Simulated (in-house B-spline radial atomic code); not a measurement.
# Cr¹⁰⁺: density, ELF and screening along the radius

How do the shells of Cr¹⁰⁺ show in real space, and how much do the settings move them?

The numbers are computed with in-house B-spline radial atomic code version 1 (several methods, spin-polarised, as named in each step; spherical all-electron atom at the radial basis limit), except any that are marked as measured or tabulated.

**1. What is computed**

| Item | Value |
| --- | --- |
| element | chromium (Z = 24) |
| charge | +10 |
| electrons | 14 |
| configuration | [Ne] 3s2 3p2 |
| nucleus | point (non-relativistic runs) or finite (X2C runs) |

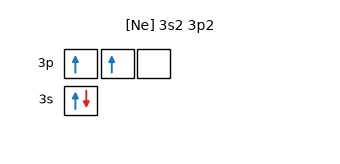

Outer shells as boxes.

Where spins are not typed, each open shell is filled with up spins first.

**2. LDA (VWN5), non-rel.**

Input settings:

```ini
Z = 24
electrons = 14.0
configuration = [Ne] 3s2 3p2
hamiltonian = nr
method = lda,vwn
spin_polarised = True
```

Started as:

```
python run_scf.py task.json out
```

One command runs all members of the session, one after another, from task.json.

The program writes no log. Results of the run, from its result record (rounded, main fields):

```text
{
  "status": "converged",
  "scf [iteration, energy, orbital gradient]": [
    [1, -994.435804015, 1.45],
    [2, -1002.56030519, 0.356],
    [3, -1002.99289876, 0.135],
    [4, -1003.05789997, 0.0509],
    [5, -1003.06831414, 0.0127],
    [6, -1003.06897385, 5.19e-05],
    [7, -1003.06897387, 1.69e-06],
    [8, -1003.06897387, 2.99e-08]
  ],
  "energy [hartree]": {"total": -1003.06897387, "kinetic": 1002.10288861, "nuclear": -2250.01091295, "coulomb": 283.615038782, "xc": -38.7759883153},
  "orbitals [hartree, bohr; first row names the columns]": [
    ["name", "occ", "eps", "<r>", "<r^2>", "<1/r>", "r_max", "density_at_nucleus", "spin_orbit_zeta"],
    ["1s up", 1.0, -223.46687, 0.064301, 0.005545, 23.479, 0.042323, 4210.4, "-"],
    ["1s down", 1.0, -223.41687, 0.064293, 0.0055436, 23.481, 0.042319, 4211.3, "-"],
    ["2s up", 1.0, -33.37777, 0.29481, 0.10246, 4.9995, 0.24586, 378.5, "-"],
    ["2s down", 1.0, -33.32629, 0.29449, 0.10219, 5.0027, 0.2459, 378.77, "-"],
    ["2p up", 3.0, -29.856261, 0.25902, 0.082339, 4.9522, 0.19784, "-", 0.20873],
    ["2p down", 3.0, -29.794506, 0.25882, 0.082161, 4.9533, 0.19797, "-", 0.20872],
    ["3s up", 1.0, -10.459373, 0.79252, 0.71396, 1.8035, 0.72888, 72.774, "-"],
    ["3s down", 1.0, -10.25852, 0.79555, 0.71996, 1.796, 0.72924, 72.133, "-"],
    ["3p up", 2.0, -9.3996211, 0.79267, 0.7234, 1.736, 0.72104, "-", 0.037662]
  ],
  "sum_r [bohr^k]": {"-1": 93.75045, "1": 5.444832, "2": 3.589948},
  "density_at_nucleus [bohr^-3]": 9323.883,
  "spin_density_at_nucleus [bohr^-3]": -0.593633,
  "mass_velocity [hartree]": -24.84936,
  "darwin [hartree]": 18.71796,
  "radius_at_0.001 [bohr]": 1.867,
  "radius_enclosing_fraction [bohr]": {"0.5": 0.2771, "0.9": 0.8851, "0.99": 1.368},
  "slater [hartree]": {
    "F0(3s up,3s up)": 1.1327,
    "F0(3s up,3s down)": 1.1307,
    "F0(3s up,3p up)": 1.1327,
    "G1(3s up,3p up)": 0.75094,
    "F0(3s down,3s down)": 1.1286,
    "F0(3s down,3p up)": 1.1306,
    "F0(3p up,3p up)": 1.1343,
    "F2(3p up,3p up)": 0.57705
  }
}
```

Run time: 0.32 s. Hardware: 1 thread, shared host.

radius_at_0.001 is where the density falls to 0.001 electrons per bohr³.

The record's radial tables, every 2nd point:

| r (bohr) | 4πr²n (1/bohr) | ELF | screened charge r·V (e) | reduced gradient s | 4πr²(n↑−n↓) |
| --- | --- | --- | --- | --- | --- |
| 0.00662 | 3.738 | 0.9997 | 23.38 | 0.4091 | -0.0001171 |
| 0.00934 | 6.531 | 0.9996 | 23.14 | 0.4268 | 0.00003 |
| 0.0132 | 10.85 | 0.9993 | 22.80 | 0.4529 | 0.0009397 |
| 0.0186 | 16.65 | 0.9985 | 22.34 | 0.4914 | 0.004584 |
| 0.0263 | 23.11 | 0.9959 | 21.73 | 0.5498 | 0.01728 |
| 0.0372 | 27.81 | 0.9833 | 20.96 | 0.6364 | 0.05609 |
| 0.0525 | 27.94 | 0.8992 | 20.02 | 0.7479 | 0.1577 |
| 0.0742 | 23.82 | 0.5137 | 18.90 | 0.7949 | 0.3780 |
| 0.105 | 21.50 | 0.2624 | 17.55 | 0.5285 | 0.7239 |
| 0.148 | 26.23 | 0.5272 | 16.01 | 0.2923 | 0.9754 |
| 0.209 | 30.77 | 0.8250 | 14.37 | 0.4144 | 0.6965 |
| 0.295 | 23.16 | 0.8202 | 12.95 | 0.7260 | 0.04186 |
| 0.417 | 10.30 | 0.2466 | 11.86 | 1.053 | 0.5564 |
| 0.589 | 6.750 | 0.2722 | 10.98 | 0.4516 | 2.563 |
| 0.832 | 5.904 | 0.8774 | 10.33 | 0.7790 | 2.826 |
| 1.17 | 1.977 | 0.8062 | 10.05 | 2.004 | 0.9920 |
| 1.66 | 0.1541 | 0.1600 | 10.00 | 6.956 | 0.08320 |
| 2.34 | 0.001984 | 0.0007247 | 10.00 | 40.35 | 0.001192 |

**3. PBE, non-rel.**

Input settings:

```ini
Z = 24
electrons = 14.0
configuration = [Ne] 3s2 3p2
hamiltonian = nr
method = pbe,pbe
spin_polarised = True
```

From the record:

```text
{
  "status": "converged",
  "scf [iteration, energy, orbital gradient]": [
    [1, -996.391474644, 1.47],
    [2, -1004.65942426, 0.34],
    [3, -1005.07228481, 0.131],
    [4, -1005.13531294, 0.0497],
    [5, -1005.14566946, 0.012],
    [6, -1005.14628407, 7.19e-05],
    [7, -1005.14628408, 4.36e-06],
    [8, -1005.14628408, 9.16e-08]
  ],
  "energy [hartree]": {"total": -1005.14628408, "kinetic": 1004.6209719, "nuclear": -2252.69848437, "coulomb": 283.82678404, "xc": -40.8955556441},
  "orbitals [hartree, bohr; first row names the columns]": [
    ["name", "occ", "eps", "<r>"],
    ["1s up", 1.0, -223.97562, 0.064185],
    ["1s down", 1.0, -223.93058, 0.064175],
    ["2s up", 1.0, -33.436895, 0.29405],
    ["2s down", 1.0, -33.39745, 0.29382],
    ["2p up", 3.0, -29.869382, 0.25869],
    ["2p down", 3.0, -29.813759, 0.2586],
    ["3s up", 1.0, -10.481345, 0.79208],
    ["3s down", 1.0, -10.252749, 0.79504],
    ["3p up", 2.0, -9.4047976, 0.79355]
  ],
  "sum_r [bohr^k]": {"-1": 93.86244, "1": 5.442327, "2": 3.587717}
}
```

It took 0.09 s on 1 thread, shared host.

The record's radial tables, every 4th point:

| r (bohr) | 4πr²n (1/bohr) | ELF | screened charge r·V (e) | reduced gradient s | 4πr²(n↑−n↓) |
| --- | --- | --- | --- | --- | --- |
| 0.00661 | 3.746 | 0.9997 | 23.38 | 0.4090 | -0.0001287 |
| 0.0132 | 10.89 | 0.9993 | 22.79 | 0.4530 | 0.0008998 |
| 0.0263 | 23.19 | 0.9959 | 21.73 | 0.5502 | 0.01713 |
| 0.0525 | 27.96 | 0.8992 | 20.02 | 0.7493 | 0.1568 |
| 0.105 | 21.47 | 0.2611 | 17.55 | 0.5279 | 0.7206 |
| 0.209 | 30.83 | 0.8260 | 14.37 | 0.4141 | 0.6950 |
| 0.417 | 10.25 | 0.2447 | 11.86 | 1.059 | 0.5429 |
| 0.831 | 5.934 | 0.8781 | 10.33 | 0.7785 | 2.849 |
| 1.66 | 0.1549 | 0.1593 | 10.00 | 6.912 | 0.08380 |

**4. Hartree-Fock, non-rel.**

Input settings:

```ini
Z = 24
electrons = 14.0
configuration = [Ne] 3s2 3p2
hamiltonian = nr
method = hf
spin_polarised = True
```

From the record:

```text
{
  "status": "converged",
  "scf [iteration, energy, orbital gradient]": [
    [1, -995.943682795, 1.49],
    [2, -1004.64127474, 0.227],
    [3, -1004.77100803, 0.0999],
    [4, -1004.79577744, 0.0441],
    [5, -1004.80158406, 0.00502],
    [6, -1004.80168031, 0.000154],
    [7, -1004.80168038, 8.28e-06],
    [8, -1004.80168038, 4.74e-07],
    [9, -1004.80168038, 3.61e-08]
  ],
  "energy [hartree]": {"total": -1004.80168038, "kinetic": 1004.80168059, "nuclear": -2252.83687727, "coulomb": 283.239790435, "exact_exchange": -40.006274139},
  "orbitals [hartree, bohr; first row names the columns]": [
    ["name", "occ", "eps", "<r>"],
    ["1s up", 1.0, -230.07443, 0.06414],
    ["1s down", 1.0, -229.98257, 0.064117],
    ["2s up", 1.0, -35.586191, 0.29186],
    ["2s down", 1.0, -35.516287, 0.29143],
    ["2p up", 3.0, -31.559195, 0.25807],
    ["2p down", 3.0, -31.427884, 0.2583],
    ["3s up", 1.0, -11.104242, 0.7933],
    ["3s down", 1.0, -10.59724, 0.80034],
    ["3p up", 2.0, -9.8729856, 0.79728]
  ],
  "sum_r [bohr^k]": {"-1": 93.8682, "1": 5.448847, "2": 3.601722}
}
```

Run time: 0.15 s. Hardware: 1 thread, shared host.

Fields along the radius, from the same record (one point in 4):

| r (bohr) | 4πr²n (1/bohr) | ELF | screened charge r·V (e) | reduced gradient s | 4πr²(n↑−n↓) |
| --- | --- | --- | --- | --- | --- |
| 0.00663 | 3.762 | 0.9997 | 23.38 | 0.4085 | 0.0003257 |
| 0.0132 | 10.89 | 0.9993 | 22.79 | 0.4523 | 0.002172 |
| 0.0264 | 23.27 | 0.9960 | 21.72 | 0.5503 | 0.01965 |
| 0.0527 | 27.95 | 0.8983 | 20.01 | 0.7514 | 0.1587 |
| 0.105 | 21.42 | 0.2583 | 17.55 | 0.5277 | 0.7188 |
| 0.210 | 30.91 | 0.8294 | 14.35 | 0.4160 | 0.6938 |
| 0.419 | 10.06 | 0.2323 | 11.85 | 1.068 | 0.5429 |
| 0.836 | 5.873 | 0.8828 | 10.32 | 0.7833 | 2.824 |
| 1.67 | 0.1483 | 0.1509 | 10.00 | 7.076 | 0.07881 |

**5. SCAN, non-rel.**

Input settings:

```ini
Z = 24
electrons = 14.0
configuration = [Ne] 3s2 3p2
hamiltonian = nr
method = scan,scan
spin_polarised = True
```

From the record:

```text
{
  "status": "converged",
  "scf [iteration, energy, orbital gradient]": [
    [1, -1005.44277389, 0.066],
    [2, -1005.44576683, 0.0017],
    [3, -1005.44577109, 0.000884],
    [4, -1005.44577201, 0.00046],
    [5, -1005.44577229, 2.91e-05],
    [6, -1005.44577229, 4.95e-06],
    [7, -1005.44577229, 2.92e-07],
    [8, -1005.44577229, 3.76e-08]
  ],
  "energy [hartree]": {"total": -1005.44577229, "kinetic": 1004.92160774, "nuclear": -2253.01243326, "coulomb": 283.855174152, "xc": -41.2101209198},
  "orbitals [hartree, bohr; first row names the columns]": [
    ["name", "occ", "eps", "<r>"],
    ["1s up", 1.0, -224.79776, 0.064203],
    ["1s down", 1.0, -224.73425, 0.06419],
    ["2s up", 1.0, -33.743389, 0.29324],
    ["2s down", 1.0, -33.706094, 0.29302],
    ["2p up", 3.0, -30.084733, 0.25836],
    ["2p down", 3.0, -30.015879, 0.25834],
    ["3s up", 1.0, -10.569205, 0.79266],
    ["3s down", 1.0, -10.262399, 0.79797],
    ["3p up", 2.0, -9.4342576, 0.79475]
  ],
  "sum_r [bohr^k]": {"-1": 93.87552, "1": 5.444864, "2": 3.592305}
}
```

Wall time 0.14 s (1 thread, shared host).

Meta-GGA runs start from a PBE run whose iterations are not counted.

The record's radial tables, every 4th point:

| r (bohr) | 4πr²n (1/bohr) | ELF | screened charge r·V (e) | reduced gradient s | 4πr²(n↑−n↓) |
| --- | --- | --- | --- | --- | --- |
| 0.00662 | 3.753 | 0.9997 | 23.38 | 0.4087 | 0.0003728 |
| 0.0132 | 10.89 | 0.9993 | 22.79 | 0.4526 | 0.002320 |
| 0.0264 | 23.26 | 0.9958 | 21.72 | 0.5506 | 0.02009 |
| 0.0526 | 27.96 | 0.8984 | 20.01 | 0.7498 | 0.1591 |
| 0.105 | 21.48 | 0.2616 | 17.55 | 0.5277 | 0.7202 |
| 0.209 | 30.88 | 0.8266 | 14.37 | 0.4138 | 0.7028 |
| 0.418 | 10.13 | 0.2383 | 11.86 | 1.066 | 0.5392 |
| 0.834 | 5.914 | 0.8810 | 10.32 | 0.7797 | 2.838 |
| 1.66 | 0.1524 | 0.1567 | 10.00 | 7.019 | 0.08126 |

**6. Results**

| run | total energy (hartree) | highest level (eV) | radius holding 50 / 90 / 99 % (bohr) | radius at n = 0.001 (bohr) | ELF minima on the full grid (bohr) |
| --- | --- | --- | --- | --- | --- |
| LDA (VWN5), non-rel. | -1003.0690 | -255.78 | 0.277 / 0.885 / 1.37 | 1.87 | 0.10, 0.49 |
| PBE, non-rel. | -1005.1463 | -255.92 | 0.277 / 0.885 / 1.37 | 1.87 | 0.10, 0.49 |
| Hartree-Fock, non-rel. | -1004.8017 | -268.66 | 0.277 / 0.887 / 1.37 | 1.87 | 0.10, 0.50 |
| SCAN, non-rel. | -1005.4458 | -256.72 | 0.277 / 0.886 / 1.37 | 1.86 | 0.10, 0.50 |

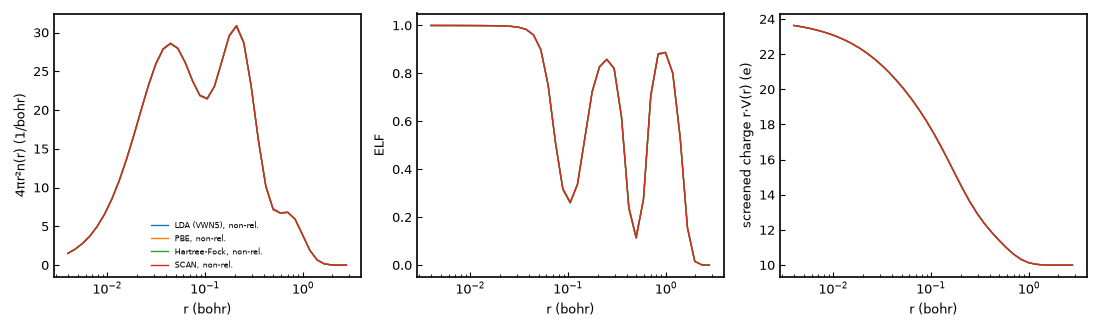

Radial density, ELF and screened nuclear charge of all runs.

What this shows: In the first run ELF has 2 minima on the grid, which mark the borders between shells. On the record's full grid the screened charge (r times the electrostatic potential) falls from 23.9 near the nucleus to 10.00 at 2.8 bohr; far out it tends to the net charge, 10. The grid is coarse (about 19 % a step), so the places of minima are rough.

Members of this set that are not shown: 5 used exact exchange with fractional occupations of an open shell, which is unsound here.
